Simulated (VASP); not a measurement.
Band structure of Cs₂O (space group R-3m). Computed with PBEsol GGA, VASP's PBE PAW potentials (set 64) (plane waves; VASP).

Unless said otherwise, spin-orbit coupling is left out, though it shifts the bands of the heavy elements here.

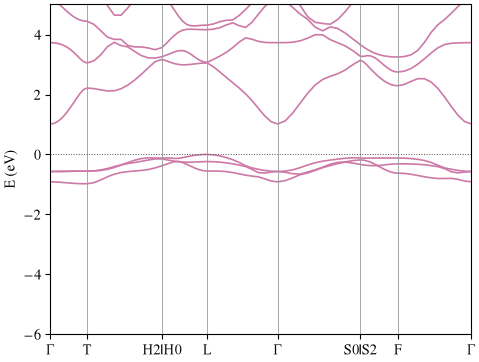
Bands along high-symmetry lines, zero at the valence-band maximum or, without a gap, the Fermi level

**Question.** Read the plot: is there a gap, and where are the band edges?

**Answer.** The gap is indirect, 1.02 eV, from the valence maximum at L to the conduction minimum at Γ. (Edges off the drawn lines would not show.)

The structure comes from a computed database's Cs2O entry (R-3m); how it stands against other phases isn't given here. It was relaxed first.
